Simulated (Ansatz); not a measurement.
# C₂H₆FNSi: basis-set convergence

How large a basis does C₂H₆FNSi need? Two functionals are run in growing sets.

Computed with Ansatz 0.2.0, Gaussian basis. Level: one geometry, several basis sets.

The runs, in order: PBE0-D4/def2-SVP; ωB97M-V/def2-SVP; PBE0-D4/def2-QZVPP; ωB97M-V/def2-QZVPP; the functionals' def2-TZVPP values are taken from earlier runs.

**1. The relaxed structure**

The geometry comes from an earlier relaxation with PBE0-D4 in a triple-zeta def2 set; it is a stationary point, not always the lowest conformer.

SMILES `C/C(F)=N/[SiH3]`, 11 atoms, charge 0, spin multiplicity 1.

Atoms are counted from 1 here; the program's logs count them from 0.

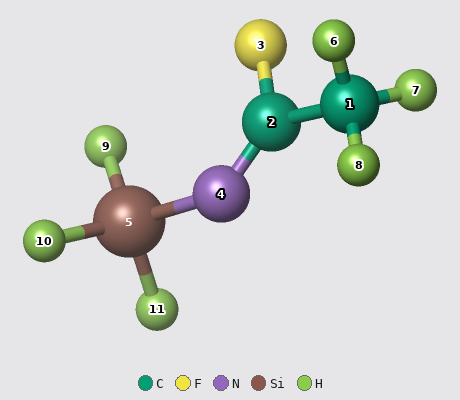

The geometry (carbon teal, fluorine yellow, nitrogen purple, silicon brown, hydrogen green); atoms are numbered from 1 in the order of the file.

Coordinates:

```
C    -1.4168   -0.1031    1.4483
C    -0.2752    0.1812    0.5432
F     0.4548    1.2234    1.0329
N     0.0226   -0.4006   -0.5075
Si    1.3231   -0.1471   -1.6260
H    -2.0442    0.7865    1.5406
H    -1.0444   -0.3411    2.4474
H    -2.0008   -0.9332    1.0602
H     2.2531    0.9577   -1.2713
H     0.7092    0.1382   -2.9463
H     2.0839   -1.4187   -1.7009
```

**2. PBE0-D4 in def2-SVP**

Input file in.yaml:

```yaml
crystal:
  periodic: [false, false, false]
  atoms:
    - {symbol: C, position_ang: [-1.416793, -0.103127, 1.448306]}
    - {symbol: C, position_ang: [-0.275188, 0.181196, 0.543197]}
    - {symbol: F, position_ang: [0.454776, 1.223450, 1.032894]}
    - {symbol: N, position_ang: [0.022640, -0.400635, -0.507477]}
    - {symbol: Si, position_ang: [1.323120, -0.147100, -1.626022]}
    - {symbol: H, position_ang: [-2.044211, 0.786463, 1.540579]}
    - {symbol: H, position_ang: [-1.044414, -0.341069, 2.447432]}
    - {symbol: H, position_ang: [-2.000802, -0.933187, 1.060234]}
    - {symbol: H, position_ang: [2.253102, 0.957682, -1.271294]}
    - {symbol: H, position_ang: [0.709237, 0.138218, -2.946311]}
    - {symbol: H, position_ang: [2.083932, -1.418690, -1.700939]}
basis:
  gaussian: {orbitals: def2-SVP}
hamiltonian: {xc: pbe0, dispersion: d4}
output: {orbitals: {seedname: orbitals}}
```

Command:

```console
ansatz run in.yaml --threads 4 --pin off --events-out ev --progress --plain --max-ram 10444MiB
```

The runs that follow: ωB97M-V in def2-SVP; PBE0-D4 in def2-QZVPP; ωB97M-V in def2-QZVPP.

Before running them: what should the planned runs give, taken together? Wanted: PBE0-D4: double and triple zeta above quadruple; ωB97M-V: double and triple zeta above quadruple.

As calculated:

| quantity | value |
| --- | --- |
| PBE0-D4: double and triple zeta above quadruple | 10.85, 0.61 eV |
| ωB97M-V: double and triple zeta above quadruple | 11.09, 0.57 eV |

In words: For PBE0-D4 the step from double to triple zeta gains 10.24 eV and the next only 0.61 eV. These are total energies; as a rule much of such shifts cancels in differences, which this series doesn't test.
